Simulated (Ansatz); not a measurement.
| atom | x (Å) | y (Å) | z (Å) |
| --- | --- | --- | --- |
| S | -0.2204 | 0.3844 | 1.0006 |
| C | -0.5219 | -0.9721 | -0.0777 |
| Ga | 1.1457 | -0.5962 | -0.7330 |
| H | -1.4213 | -1.6033 | -0.1222 |
| H | 2.5495 | -0.2234 | -1.2309 |

Computed with UKS PBE-D4/def2-SVP (Ansatz 0.2.0).

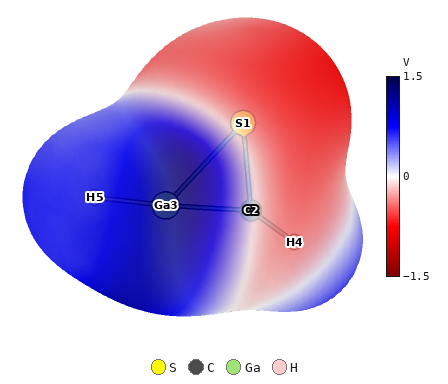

CH₂GaS (doublet). The molecular electrostatic potential painted on the density surface at 0.001 e/bohr³, seen at a tilt; the colour scale runs from red (negative) to blue (positive).

Which sites attract a positive test charge, and which a negative one?

A positive charge is drawn to the negative regions and a negative charge to the positive ones. The most negative region (about −0.7 V, or −16 kcal/mol for a unit charge) lies over S1, the most positive (about +1.3 V, or +30 kcal/mol for a unit charge) over Ga3.
